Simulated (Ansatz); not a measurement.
# CH4AlBO: rigid scan of one bond length, by script

How does the energy of CH4AlBO change as one bond is stretched? A script is to give a rigid scan of one bond length; the system is CH4AlBO.

Computed with Ansatz 0.2.0, driven from Python. Level of theory: PBE/def2-SVP.

### 1 Starting point

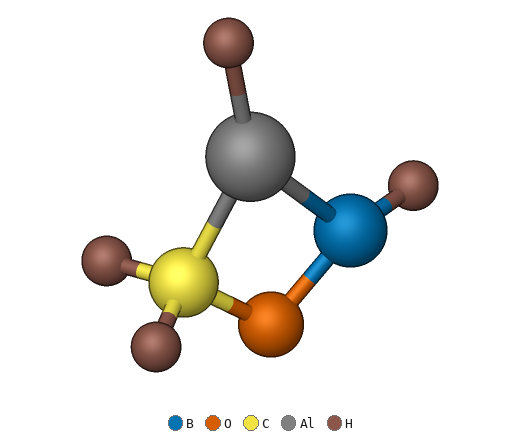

The structure that the script starts from, seen from a chosen angle (boron blue, oxygen orange, carbon yellow, aluminium grey, hydrogen brown).

The script holds or builds the structure itself.

### 2 The code

Contents of run_scan.py:

```python
'''Stretching a bond of CH4AlBO, the rest held rigid.'''

from dataclasses import dataclass
import warnings

import ansatz as az
import matplotlib.pyplot as plt
import numpy as np


@dataclass
class Settings:
    basis_set: str = 'def2-SVP'
    xc: str = 'pbe'


settings = Settings()

warnings.simplefilter('ignore', az.DeckWarning)

system = (
    az.Crystal.molecule()
    .atom('B', [-1.0569, 0.6783, -0.5641])
    .atom('O', [0.1392, 1.3453, -0.062])
    .atom('C', [0.8534, 0.2601, 0.3868])
    .atom('Al', [-0.4151, -1.058, 0.2634])
    .atom('H', [-1.747, 0.8503, -1.5747])
    .atom('H', [1.2186, 0.4406, 1.4452])
    .atom('H', [1.7685, 0.0584, -0.2745])
    .atom('H', [-0.6686, -2.6321, 0.3242])
)

symbols = [site.symbol for site in system.cartesian_sites]
start = np.array([site.position_ang for site in system.cartesian_sites])
axis = (start[5] - start[2]) / np.linalg.norm(start[5] - start[2])
moving = [5]
lengths, energies = [0.96, 1.04, 1.13, 1.25, 1.42, 1.7, 2.04, 2.49], []
for length in lengths:
    xyz = start.copy()
    xyz[moving] += (length - np.linalg.norm(start[5] - start[2])) * axis
    point = az.Crystal.molecule()
    for symbol, xyz in zip(symbols, xyz):
        point = point.atom(symbol, xyz.tolist())
    base = (
        point.calculation()
        .basis(gaussian=settings.basis_set)
        .functional(settings.xc)
        .spin('collinear')
    )
    summary = base.run(threads=1, backend='cpu').report
    energies.append(summary['free_energy_ev'])
    print(f'r = {length:6.3f} A  E = {energies[-1]:.5f} eV  <S^2> = {abs(summary["mean_field"]["state"]["spin_squared"]):.3f}')

print('energy above the lowest point (eV):', [round(e - min(energies), 3) for e in energies])
plt.figure(figsize=(4.5, 3))
plt.plot(lengths, np.array(energies) - min(energies), 'o-')
plt.xlabel('bond length (A)')
plt.ylabel('E - E(min) (eV)')
plt.tight_layout()
plt.savefig('scan.png', dpi=100)
```

### 3 The input behind the calls

The package turns the script's settings into the engine's input (first run):

```yaml
crystal:
  periodic: [false, false, false]
  atoms:
    - { symbol: B, position_ang: [-1.0569, 0.6783, -0.5641] }
    - { symbol: O, position_ang: [0.1392, 1.3453, -0.062] }
    - { symbol: C, position_ang: [0.8534, 0.2601, 0.3868] }
    - { symbol: Al, position_ang: [-0.4151, -1.058, 0.2634] }
    - { symbol: H, position_ang: [-1.747, 0.8503, -1.5747] }
    - { symbol: H, position_ang: [1.1625392793477365, 0.41289200416830896, 1.282728294801874] }
    - { symbol: H, position_ang: [1.7685, 0.0584, -0.2745] }
    - { symbol: H, position_ang: [-0.6686, -2.6321, 0.3242] }
basis:
  gaussian:
    orbitals: def2-SVP
hamiltonian:
  xc: pbe
magnetization:
  spin_polarized: true
```

### 4 Launch

Launch:

```
$ python run_scan.py
```

What it wrote:

```text
r =  0.960 A  E = -10406.00740 eV  <S^2> = 0.000
r =  1.040 A  E = -10406.42044 eV  <S^2> = 0.000
r =  1.130 A  E = -10406.53357 eV  <S^2> = 0.000
r =  1.250 A  E = -10406.35385 eV  <S^2> = 0.000
r =  1.420 A  E = -10405.81036 eV  <S^2> = 0.000
r =  1.700 A  E = -10404.78216 eV  <S^2> = 0.000
r =  2.040 A  E = -10403.73808 eV  <S^2> = 0.000
r =  2.490 A  E = -10402.91625 eV  <S^2> = 0.605
energy above the lowest point (eV): [0.526, 0.113, 0.0, 0.18, 0.723, 1.751, 2.795, 3.617]
```

Wall time 24 s (1 thread of Intel Xeon Platinum 8488C (Sapphire Rapids), shared host); peak memory 0.28 GiB.

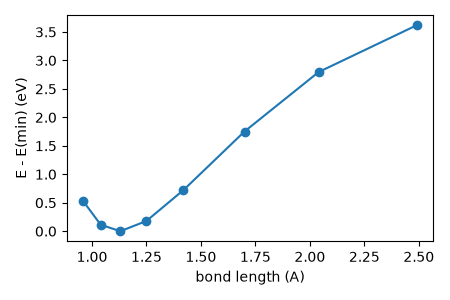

scan.png, as the script drew it.

### 5 Inputs of later runs

The engine's inputs for some of the other runs:

Run 2, against run 1:

```diff
@@ -9 +9 @@
-    - { symbol: H, position_ang: [1.1625392793477365, 0.41289200416830896, 1.282728294801874] }
+    - { symbol: H, position_ang: [1.188300885960048, 0.4256246711823347, 1.3573889860353634] }
```

Run 4, against run 1:

```diff
@@ -9 +9 @@
-    - { symbol: H, position_ang: [1.1625392793477365, 0.41289200416830896, 1.282728294801874] }
+    - { symbol: H, position_ang: [1.255925103317365, 0.4590479220941523, 1.5533733005232733] }
```

Run 8, against run 1:

```diff
@@ -9 +9 @@
-    - { symbol: H, position_ang: [1.1625392793477365, 0.41289200416830896, 1.282728294801874] }
+    - { symbol: H, position_ang: [1.6552300058081915, 0.6564042608115515, 2.7106140146423607] }
```

### 6 Run by run

One row for each of the 8 runs:

| run | distance (Å) | energy from run 3 (eV) | <S²> | SCF cycles | CPU time (s) |
| --- | --- | --- | --- | --- | --- |
| 1 | 0.96 | 0.5262 | 0.00 | 23 | 2.2 |
| 2 | 1.04 | 0.1131 | 0.00 | 23 | 2.2 |
| 3 | 1.13 | 0.0000 | 0.00 | 23 | 2.2 |
| 4 | 1.25 | 0.1797 | 0.00 | 23 | 2.4 |
| 5 | 1.42 | 0.7232 | 0.00 | 23 | 2.2 |
| 6 | 1.70 | 1.7514 | 0.00 | 23 | 2.2 |
| 7 | 2.04 | 2.7955 | 0.00 | 29 | 2.7 |
| 8 | 2.49 | 3.6173 | 0.60 | 73 | 6.6 |

### 7 Summary of results

| quantity | value |
| --- | --- |
| runs compared | 8 |
| range of energy | 3.617 eV |
| lowest point, distance (Å) | 1.13 |

**Reading.** The lowest point, at 1.13, lies inside the range. The ends stand 0.526 and 3.62 eV above it. The distance scanned is the script's pair 2, 5. <S²> moves from 0.00 to 0.60: along the scan the mean field breaks spin symmetry. What to keep in mind:
- Total energies depend on the basis set; only differences at equal settings carry meaning.
- The rest of the molecule is held rigid at a force-field or estimated start geometry, and the basis set is modest; single-reference methods fail as a bond breaks.
- The expectation value of S² is noticeably off S(S+1) in at least one run, so that state is spin-contaminated.
